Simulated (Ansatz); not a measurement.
**NaLi$_{3}$S: density, localisation and related maps**

```xyz
5
Lattice="4.8587 0.0000 0.0000 0.0000 4.8587 0.0000 0.0000 0.0000 4.8587" Properties=species:S:1:pos:R:3 pbc="T T T"
Na    2.4294    2.4294    2.4294
Li    0.0000    2.4294    2.4294
Li    2.4294    0.0000    2.4294
Li    2.4294    2.4294    0.0000
S     0.0000    0.0000    0.0000
```

Space group Pm-3m; a structure generated by program, which may or may not match a known phase.

Computed with Ansatz, DFT PBE, scalar-relativistic, plane waves, PAW.

In a PAW calculation such maps are meaningful between the atoms, not at the nuclei.

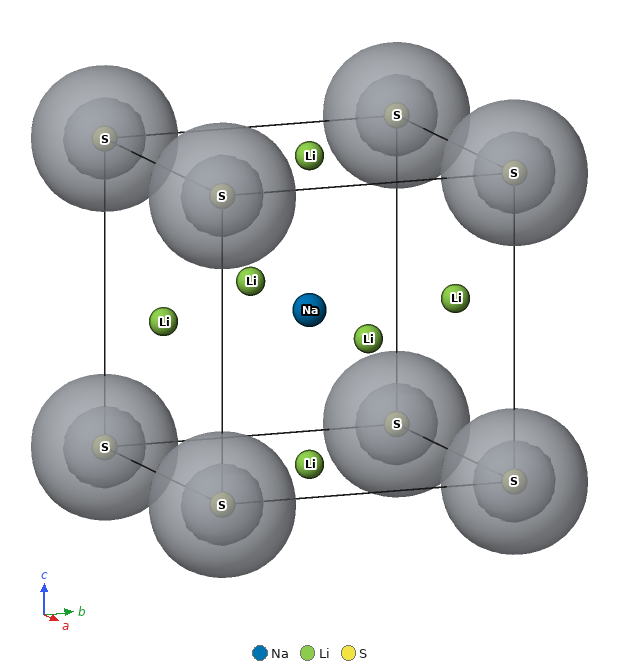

Figure 1. Isosurface of the electron localisation function at 0.8 (grey), seen slightly off an axis. Core shells and regions of very low density are left out.

**Describe the localisation domains.**

The ELF exceeds this value in one region wrapped around S (its valence shell), counted in one cell of 5 atoms. Regions shared between cells count once.


Na–Li (2.43 Å): the ELF is about 0.15 at the midpoint (no localised pair shows between them). Li–S (3.44 Å): the ELF is about 0.40 at the midpoint.

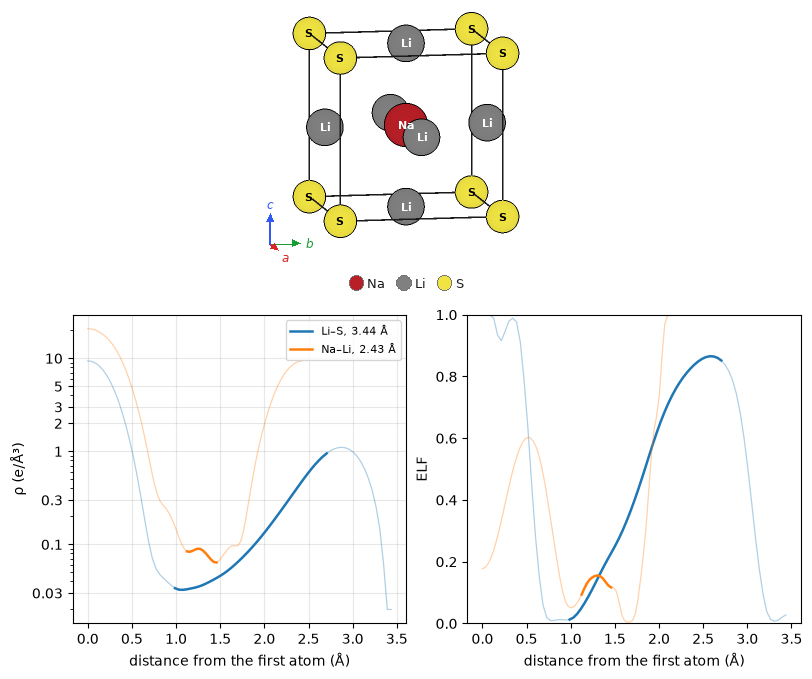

Figure 2. Valence charge density (pseudo) and electron localisation function along straight lines between neighbouring atoms. Thin, pale parts lie inside the atomic spheres. The structure is drawn too.

**Compare the contacts.**

Li–S (3.44 Å): ρ at the midpoint is about 0.07 e/Å³, with its minimum of 0.03 e/Å³ about 1.1 Å from Li; the ELF is about 0.40 at the midpoint.
Na–Li (2.43 Å): ρ at the midpoint is about 0.09 e/Å³; the ELF is about 0.15 at the midpoint; no shared electron pair shows on this line.

**Which way does charge flow, and how much by Bader's partition?**

Electrons move from Li towards Na and S. Bader charges: Na −0.88, Li +0.83 and S −1.59 e.
